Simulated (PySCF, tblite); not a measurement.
# C₂H₇N₂Si₂ radical: geometry, infrared bands and EPR parameters

Aim: predict the infrared bands and EPR parameters of C₂H₇N₂Si₂ radical (`C#C[SiH2][N][SiH2]N`).

The runs use tblite 0.8.0 and PySCF 2.14.0, with density-fitted response routines of our own; the level of theory stands in each step. All values are computed, except where a source is named. Atoms count from 0, in the outputs and in this text.

### 1 The molecule as given

13 atoms, charge 0, multiplicity 2; geometry from: force field or distance geometry start.

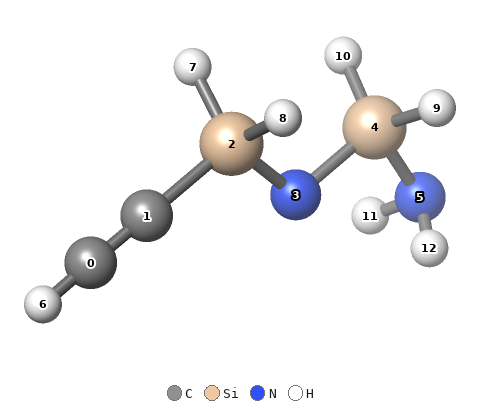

The starting geometry (carbon grey, silicon light orange, nitrogen blue, hydrogen white), atoms numbered.

### 2 Relaxing the molecule with GFN2-xTB

What the job is given:

```
{"job": {"kind": "relax", "xc": "GFN2-xTB", "basis": "xTB"}, "charge": 0, "multiplicity": 2}
C      3.739200    -0.530900    -0.217600
C      2.648700    -0.004700    -0.112400
Si     0.975500     0.785500     0.078800
N     -0.276300    -0.437400     0.137500
Si    -1.831400     0.303900     0.318100
N     -2.720400    -1.148800     0.339300
H      4.679100    -0.997200    -0.321300
H      0.960800     1.609700     1.321900
H      0.743400     1.681700    -1.087200
H     -2.247000     1.060100    -0.885400
H     -2.020900     0.976200     1.611000
H     -2.255900    -1.677300     1.081800
H     -2.399300    -1.620200    -0.490000
```

Launch:

```console
$ OMP_NUM_THREADS=1 python probes_run.py task.json out
```

One launch serves the whole session: the jobs run in the order shown.

Log:

```text
step      E/eV     max force
  0    -463.28592    2.271
  1    -463.36777    3.096
  2    -463.45572    1.659
  3    -463.53323    0.967
  4    -463.62355    0.703
  5    -463.67284    0.778
  6    -463.73737    0.783
  7    -463.79847    0.743
  8    -463.84444    0.532
  9    -463.87248    0.413
 10    -463.89551    0.449
 11    -463.92185    0.548
 12    -463.95651    0.619
 13    -463.99796    0.569
 14    -464.03321    0.360
 15    -464.04801    0.252
 16    -464.05411    0.200
 17    -464.06056    0.171
 18    -464.06657    0.230
 19    -464.07293    0.233
 20    -464.07723    0.155
 21    -464.07979    0.115
 22    -464.08177    0.116
 23    -464.08352    0.125
 24    -464.08474    0.111
 25    -464.08558    0.086
 26    -464.08635    0.070
 27    -464.08722    0.096
 28    -464.08809    0.077
 29    -464.08872    0.060
 30    -464.08925    0.063
 31    -464.09001    0.100
 32    -464.09117    0.124
 33    -464.09279    0.129
 34    -464.09499    0.162
 35    -464.09830    0.188
 36    -464.10349    0.254
 37    -464.11067    0.368
 38    -464.11918    0.358
 39    -464.12675    0.194
 40    -464.13159    0.247
 41    -464.13726    0.249
 42    -464.13940    0.593
 43    -464.14982    0.279
 44    -464.16119    0.220
 45    -464.16245    0.265
 46    -464.16748    0.174
 47    -464.16894    0.124
 48    -464.17155    0.263
 49    -464.17274    0.334
 50    -464.17659    0.193
 51    -464.17860    0.174
 52    -464.18038    0.210
 53    -464.18202    0.112
 54    -464.18348    0.125
 55    -464.18530    0.125
 56    -464.18726    0.141
 57    -464.18936    0.194
 58    -464.19112    0.145
 59    -464.19261    0.138
 60    -464.19328    0.107
 61    -464.19442    0.100
 62    -464.19544    0.107
 63    -464.19657    0.183
 64    -464.19708    0.119
 65    -464.19824    0.097
 66    -464.19923    0.160
 67    -464.20009    0.158
 68    -464.20048    0.091
 69    -464.20059    0.035
 70    -464.20065    0.028
 71    -464.20070    0.023
 72    -464.20081    0.026
 73    -464.20090    0.027
 74    -464.20099    0.021
 75    -464.20110    0.024
 76    -464.20120    0.030
 77    -464.20129    0.038
 78    -464.20136    0.040
 79    -464.20146    0.037
 80    -464.20162    0.035
 81    -464.20185    0.040
 82    -464.20209    0.036
 83    -464.20224    0.025
 84    -464.20229    0.011
 85    -464.20230    0.023
 86    -464.20231    0.012
 87    -464.20232    0.006
```

It took 0.62 s on 1 thread of Arm Neoverse V1, shared host.

Along the way: (not every step is listed)

```csv
step,energy from step 0 (eV),largest force (eV/Å)
0,0.0000,2.2705
1,-0.0819,3.0963
2,-0.1698,1.6593
3,-0.2473,0.9673
4,-0.3376,0.7025
5,-0.3869,0.7779
6,-0.4515,0.7834
7,-0.5126,0.7425
8,-0.5585,0.5321
15,-0.7621,0.2517
22,-0.7959,0.1159
29,-0.8028,0.0599
36,-0.8176,0.2539
43,-0.8639,0.2786
50,-0.8907,0.1931
57,-0.9034,0.1943
64,-0.9112,0.1189
71,-0.9148,0.0233
78,-0.9154,0.0399
82,-0.9162,0.0356
83,-0.9163,0.0253
84,-0.9164,0.0115
85,-0.9164,0.0230
86,-0.9164,0.0121
87,-0.9164,0.0058
```

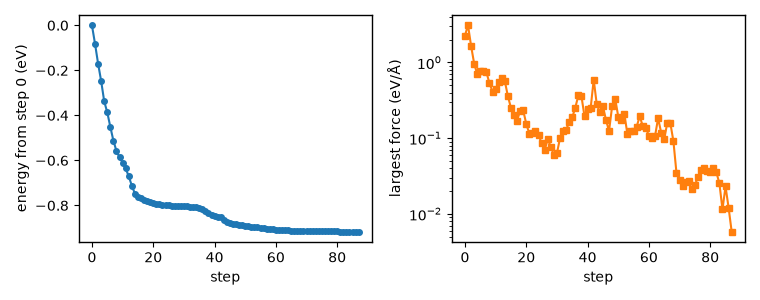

Energy and largest force along the relaxation.

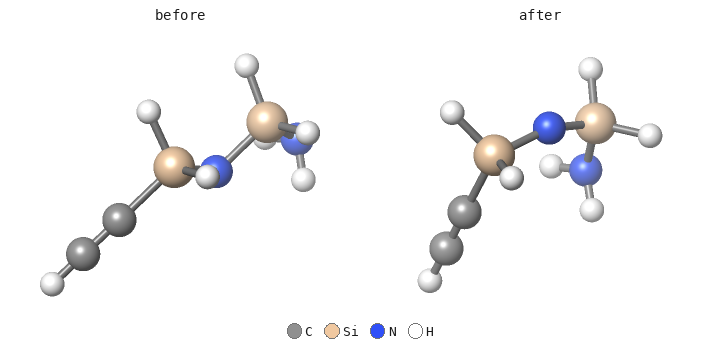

Before and after, at one scale.

Close pairs (by a distance rule), those that changed most:

```csv
bond,before (Å),after (Å),change (Å)
Si2–N3,1.751,1.689,-0.062
N3–Si4,1.732,1.692,-0.040
Si4–N5,1.703,1.741,+0.038
Si2–H7,1.492,1.470,-0.021
Si2–H8,1.489,1.470,-0.019
Si4–H9,1.481,1.463,-0.017
N5–H11,1.023,1.008,-0.015
C0–C1,1.215,1.202,-0.014
```

The final coordinates are the input of the step that follows.

### 3 Vibrational analysis with GFN2-xTB

What the job is given:

```
{"job": {"kind": "ir", "xc": "GFN2-xTB", "basis": "xTB"}, "charge": 0, "multiplicity": 2}
C      2.589976    -1.177302    -0.139711
C      2.033377    -0.115934    -0.052176
Si     1.119827     1.500394     0.088692
N     -0.541862     1.236233     0.232642
Si    -1.927172     0.268858     0.319309
N     -1.620367    -1.442837     0.237772
H      3.096723    -2.097009    -0.219922
H      1.597419     2.186688     1.298037
H      1.376997     2.271581    -1.136377
H     -2.778248     0.558504    -0.835442
H     -2.569689     0.485080     1.616262
H     -1.108359    -1.860905     0.998561
H     -1.273010    -1.812865    -0.632988
```

Log:

```text
mode    cm-1     km/mol
  1      16.0      1.86
  2      39.4      0.23
  3      60.1      1.21
  4     116.9      0.75
  5     146.6     35.30
  6     201.2      1.36
  7     204.1     17.08
  8     275.0     19.45
  9     452.3      9.28
 10     483.8    160.75
 11     547.2      3.57
 12     555.2     33.37
 13     575.2      3.71
 14     587.4    206.01
 15     635.9     11.74
 16     667.6      8.85
 17     673.7     31.38
 18     691.9    244.33
 19     715.5    215.65
 20     731.7    116.32
 21     746.7     51.81
 22     812.9     79.81
 23     820.2     52.80
 24    1168.8     24.79
 25    1523.2     16.64
 26    2146.2    316.81
 27    2174.3    115.24
 28    2206.7      5.81
 29    2210.1    346.92
 30    2227.9     80.94
 31    3342.1      2.61
 32    3469.5      6.21
 33    3502.2      0.69
```

Wall time 0.44 s (1 thread of Arm Neoverse V1, shared host).

Which atoms move in the most intense modes:

```csv
cm⁻¹,km/mol,atoms
484,160.8,"H10 23 %, H9 22 %, H7 11 %, H8 11 %"
587,206.0,"H12 35 %, H11 34 %, N5 20 %"
692,244.3,"H10 29 %, H9 29 %, H6 10 %"
716,215.7,"Si2 23 %, H7 16 %, H8 16 %, H9 11 %"
732,116.3,"H9 38 %, H10 38 %"
2146,316.8,"H8 48 %, H7 47 %"
2174,115.2,"H7 49 %, H8 48 %"
2210,346.9,"H9 49 %, H10 47 %"
```

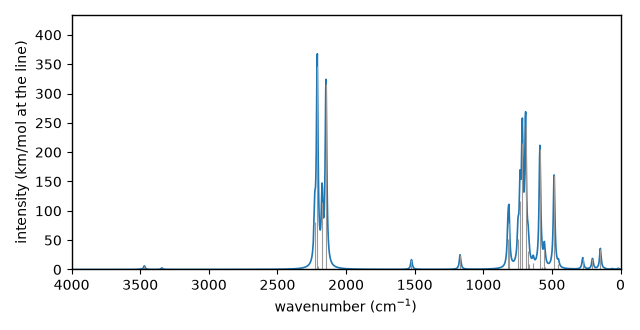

The infrared spectrum from these modes, unscaled. Lines are broadened to a width of 14 cm⁻¹ (Lorentzian).

### 4 g tensor and hyperfine couplings: B3LYP/pcH-1

Same as in step 3 but for these lines:

```diff
@@ -1,2 +1,2 @@
-{"job": {"kind": "ir", "xc": "GFN2-xTB", "basis": "xTB"}, "charge": 0, "multiplicity": 2}
+{"job": {"kind": "epr", "basis": "pcH-1"}, "charge": 0, "multiplicity": 2}
 C      2.589976    -1.177302    -0.139711
```

Level: UKS B3LYP, pcH-1 on C H N Si, non-relativistic, mean-field spin-orbit, GIAO.

Log:

```text
UKS, coarse grid
  cycle   1  E = -768.77477304  |g| = 5.08e-01
  cycle   2  E = -768.65335353  |g| = 7.25e-01
  cycle   3  E = -768.89055555  |g| = 9.27e-02
  cycle   4  E = -768.89278482  |g| = 6.83e-02
  cycle   5  E = -768.89490160  |g| = 2.84e-02
  cycle   6  E = -768.89529227  |g| = 8.01e-03
  cycle   7  E = -768.89532657  |g| = 4.06e-03
  cycle   8  E = -768.89533511  |g| = 1.17e-03
  cycle   9  E = -768.89533517  |g| = 2.57e-04
UKS, final grid
  cycle   1  E = -768.89533040  |g| = 2.60e-04
  cycle   2  E = -768.89533038  |g| = 4.21e-04
  cycle   3  E = -768.89533047  |g| = 5.67e-05
  cycle   4  E = -768.89533048  |g| = 4.43e-05
  cycle   5  E = -768.89533050  |g| = 4.01e-05
  cycle   6  E = -768.89533051  |g| = 3.56e-05
  cycle   7  E = -768.89533053  |g| = 3.19e-05
  cycle   8  E = -768.89533058  |g| = 2.03e-05
  cycle   9  E = -768.89533059  |g| = 1.30e-05
  cycle  10  E = -768.89533060  |g| = 6.93e-06
E = -768.89533060 Eh   <S^2> = 0.7541 (exact 0.7500)
g shifts (ppm)      1          2          3
  rmc          -174       -174       -174
  gc            -14         53         44
  oz_so          85       2309      18247
  total        -102       2188      18117
hyperfine (MHz)  atom isotope    a_iso     a_fc   dipolar eigenvalues
    0   13C      -1.27      -1.27     -0.55     -0.48      1.03
    1   13C      -5.28      -5.27     -0.76     -0.29      1.06
    2  29Si      50.14      50.24     -2.06     -0.82      2.88
    3   14N      26.52      25.91    -38.11    -36.61     74.72
    4  29Si      47.58      47.67     -2.04     -0.83      2.87
    5   14N      -1.57      -1.57     -0.18      0.02      0.16
    6    1H       0.40       0.40     -0.50     -0.44      0.95
    7    1H      96.91      96.89     -4.11     -1.69      5.79
    8    1H      96.74      96.73     -4.09     -1.69      5.78
    9    1H     102.53     102.51     -4.14     -1.51      5.65
   10    1H     101.18     101.16     -4.15     -1.53      5.68
   11    1H      -0.71      -0.71     -2.17     -1.58      3.75
   12    1H      -0.73      -0.73     -2.15     -1.55      3.71
```

It took 58 s on 1 thread of Arm Neoverse V1, shared host; peak memory 0.81 GiB.

Principal g values 2.00222, 2.00451, 2.02044; g(iso) = 2.00905, against 2.00232 for a free electron.

Hyperfine couplings; where a row names several nuclei, a(iso) is their mean (it holds for fast rotation or exchange) and the dipolar term the largest among them:

```csv
nuclei,isotope,a(iso) (MHz),"a(iso) (G, at g = 2.0023)",largest dipolar term (MHz)
"H9, H10",1H,101.9,36.3,5.7
"H7, H8",1H,96.8,34.5,5.8
Si2,29Si,50.1,17.9,2.9
Si4,29Si,47.6,17.0,2.9
N3,14N,26.5,9.5,74.7
C1,13C,-5.3,-1.9,1.1
N5,14N,-1.6,-0.6,-0.2
C0,13C,-1.3,-0.5,1.0
"H11, H12",1H,-0.7,-0.3,3.8
H6,1H,0.4,0.1,0.9
```

Mulliken spin populations:

C0 -0.01; C1 0.00; Si2 -0.05; N3 0.89; Si4 -0.06; N5 0.00; H6 0.00; H7 0.06; H8 0.06; H9 0.06; H10 0.06; H11 0.00; H12 0.00

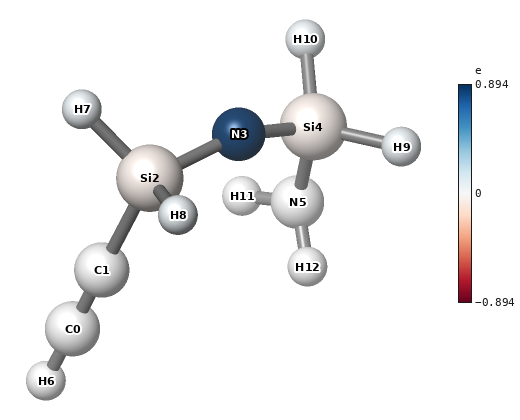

Mulliken spin populations, as colours on the atoms.

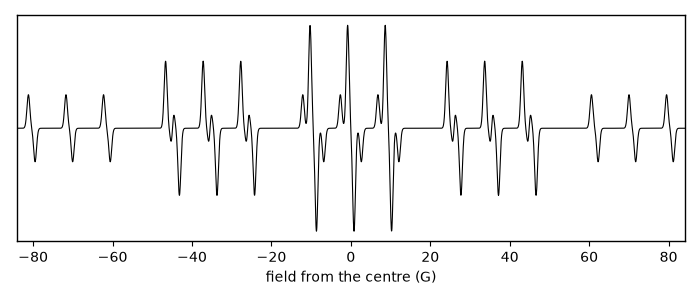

First-order isotropic spectrum (first derivative, main isotopes with spin only, couplings over 0.8 MHz, Gaussian width 0.4 G; couplings of the frozen geometry, rotation of groups not averaged beyond the rows shown).

Orbitals, density, ELF and potential are computed afterwards from the orbital file.

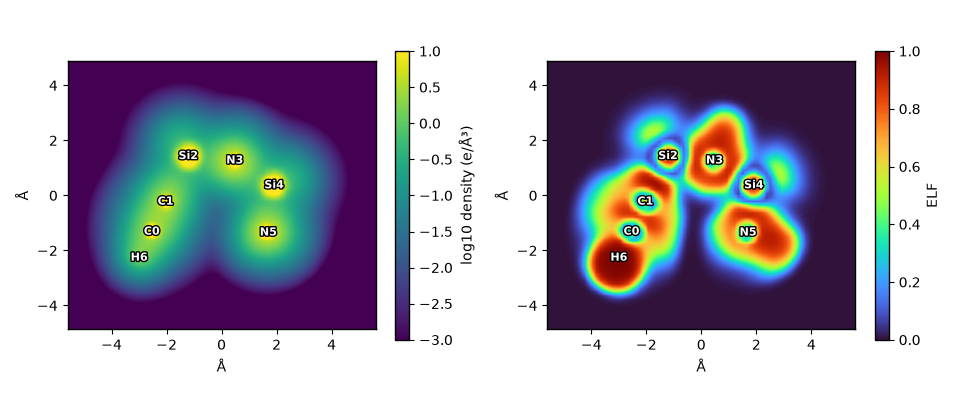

Density (left) and ELF (right) in a plane through or near 7 of the atoms.

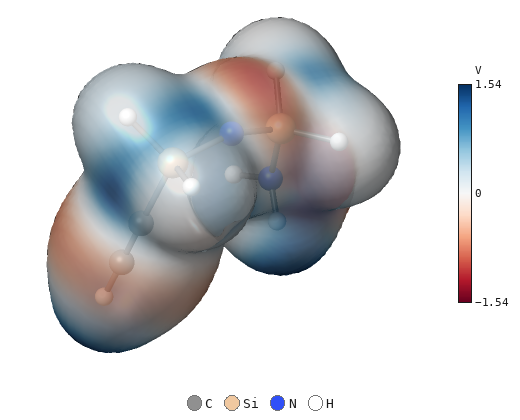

The potential that a unit positive charge feels on the 0.002 e/bohr³ surface, from -1.41 V near N5 to 1.54 V near H6.

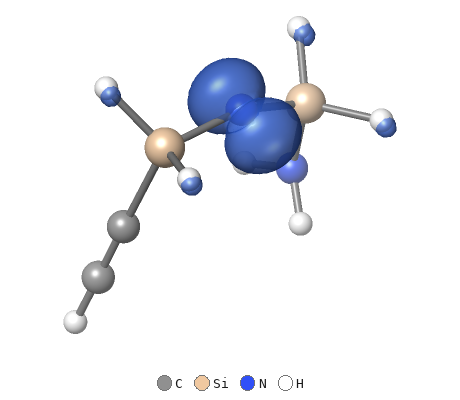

Spin density at ±0.07 e/Å³ (alpha excess blue, beta excess red).

### 5 Summary of results

| quantity | value |
| --- | --- |
| strongest single infrared mode (GFN2-xTB) | 2210 cm⁻¹, 347 km/mol |
| zero-point energy (GFN2-xTB) | 49.6 kcal/mol |
| g(iso) (B3LYP) | 2.00905 |
| ⟨S²⟩ | 0.754 (exact 0.75) |
| largest a(iso) (averaged by class) | 1H on H9, H10, 101.9 MHz |
| surface potential, least and greatest | -1.41 V and 1.54 V |

What this shows: Over 87 steps the energy fell by 0.916 eV; of the close pairs, Si2–N3 changed most, 1.751 to 1.689 Å. All 33 modes are real, so the xTB geometry is a minimum. Unscaled tight-binding wavenumbers are off by several per cent, some by more. Its intensities can rank the bands wrongly. N3 carries the largest spin population, 0.89 e. The isotropic g lies 6.7 ppt above the free-electron value.
